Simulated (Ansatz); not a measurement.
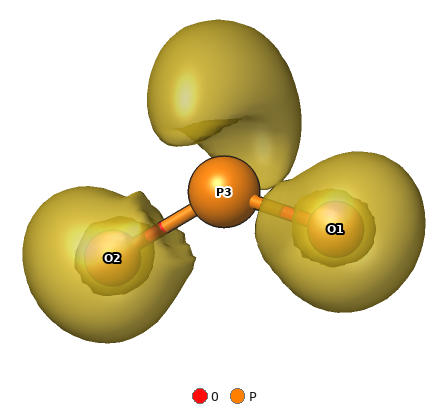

Figure. O2P (SMILES [O]P=O) (doublet). Isosurface of the ELF at 0.75 (yellow), seen at a tilt. Only the valence region is drawn (cores and ρ < 0.01 e/Å³ removed).

Geometry: PBE0-D3(BJ)/def2-SVP.

Theory: isolated molecule in a Gaussian basis; Kohn-Sham density functional theory, functional PBE0 (Ansatz 0.2.0).

> What do the ELF domains correspond to?

The ELF exceeds this value in one lobe on P, pointing away from the bonds (non-bonding electrons) and two regions wrapped around O (its lone pairs, merged into a ring or cap). Profiles from the grid: P–O (1.48 Å): the ELF peaks at about 0.80 between the atoms (a short, strongly polar bond).
